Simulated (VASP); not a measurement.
Shape and ions are relaxed at each volume.

Energy against volume of ZnF2 (rutile). Method: r2SCAN+rVV10, VASP's PBE PAW potentials (set 64) (plane waves; VASP).

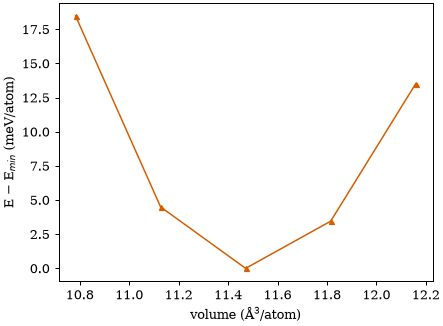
Energy against volume

Task: Estimate the equilibrium volume and the bulk modulus.

Result: The minimum lies near 11.5 Å³/atom, and the curvature gives B0 of about 120 GPa.

The compound is ZnF2 in the rutile structure. It was relaxed first.
